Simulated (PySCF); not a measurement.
```yaml
atoms:
  - { symbol: Bi, position_ang: [0.0000, 0.0000, -0.1076] }
  - { symbol: B, position_ang: [0.0000, 0.0000, 2.0424] }
```

Core potentials replace the inner electrons of Bi.

All numbers below come from PBE0/cc-pVDZ(-PP), non-relativistic Hamiltonian with scalar-relativistic core potentials where named, at a bond length of 2.150 Å (PySCF).

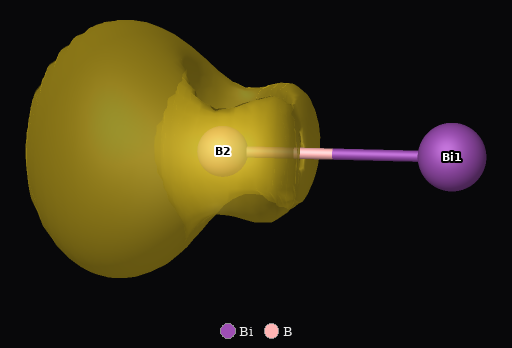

BiB (triplet). Isosurface of the ELF at 0.8 (yellow), seen from one side. Only the valence region is drawn (cores and ρ < 0.01 e/Å³ removed).

> What do the ELF domains correspond to?

At this value the surface marks out one lobe on B, pointing away from the bonds (non-bonding electrons).

Values along the shortest contacts:
Bi–B (2.15 Å): the ELF peaks at about 0.80 in the valence shell of B, 0.7 Å from its nucleus, and drops to about 0.25 between the two atoms.
